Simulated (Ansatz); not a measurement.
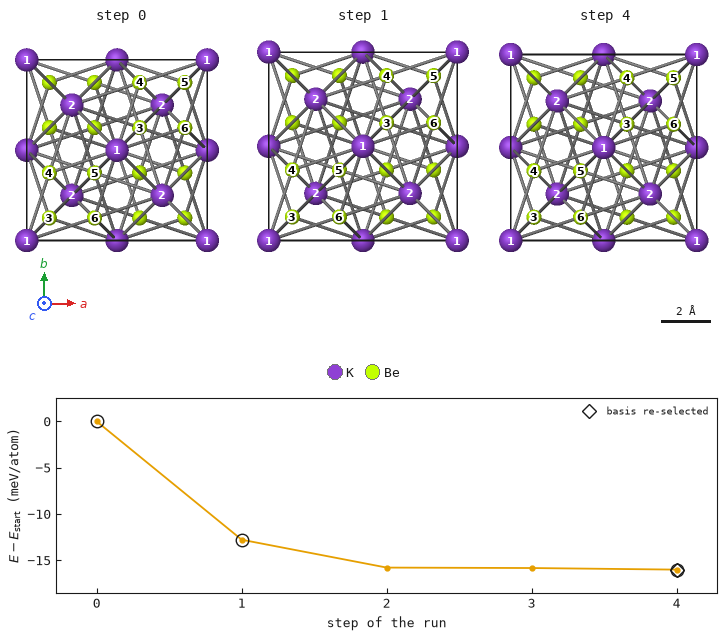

Frames of a relaxation of crystalline KBe₂ (built on the cubic Laves (C15)_227 type), marked on the history of the run. Style: ball-and-stick. Shown: the conventional cell (4 times the calculation's cell), along the c axis. Lengths and directions refer to the drawn axes.

Case: cubic Laves (C15) type (Fd-3m, No. 227).

Level of theory: DFT PBE, scalar-relativistic, plane waves, PAW (Ansatz 0.2.0).

The input:
```yaml
crystal:
  lattice:
    - [0.0, 3.7387654225, 3.7387654225]
    - [3.7387654225, 0.0, 3.7387654225]
    - [3.7387654225, 3.7387654225, 0.0]
  atoms:
    - { symbol: K, position: [0.0, 0.0, 0.0] }
    - { symbol: K, position: [0.25, 0.25, 0.25] }
    - { symbol: Be, position: [0.625, 0.625, 0.625] }
    - { symbol: Be, position: [0.125, 0.625, 0.625] }
    - { symbol: Be, position: [0.625, 0.625, 0.125] }
    - { symbol: Be, position: [0.625, 0.125, 0.625] }
basis:
  ecutwfc: 420
kpoints:
  mp_grid: { grid: [10, 10, 10] }
hamiltonian:
  xc: pbe
scf:
  occupations: { method: gaussian, width: 0.1 }
output:
  forces: true
  stress: true
  eigenvalues: true
relax:
  adjacent_minimum: "off"
  f_tol: 0.01
  max_steps: 80
  cell: { stress_tol: 0.05 }
```

Run as
```bash
ansatz run input.yaml --threads 1 --pin off --max-ram 2560MiB --backend cpu --events-out ev --progress --plain --runs-dir out
```

> What happens along the run?

The energy falls by 16.0 meV per atom in 3 accepted moves (4 points after the start). All forces vanish by symmetry, so only the cell relaxes. Pressure: 3.41 GPa at the start and 0.00 GPa at the end. The SCF was repeated once at an unchanged geometry on a basis and grid sized afresh for the cell, which shifted the energy by 0.2 meV per atom at most. The atoms keep their places relative to the cell (all moves are under 0.005 Å). Cell: a = b = c 7.478 → 7.701 Å (+3.0 %). Volume +9.2 %. Among the contacts that change: K1–K2 3.238 → 3.335 Å, K1–Be3 3.100 → 3.193 Å. The space group stays Fd-3m (No. 227). From step 0 to 1: volume +13.6 %, energy −12.8 meV per atom. From step 1 to 4: volume −3.9 %, energy −3.2 meV per atom.

```csv
step,"E − E(0), meV/atom","pressure, GPa","volume, Å³/atom",note
0,0.00,3.41,17.421,
1,-12.77,-1.21,19.797,
2,-15.78,-0.15,19.115,
3,-15.82,-0.01,19.031,
4,-16.00,0.00,19.031,"same geometry, new basis"
```
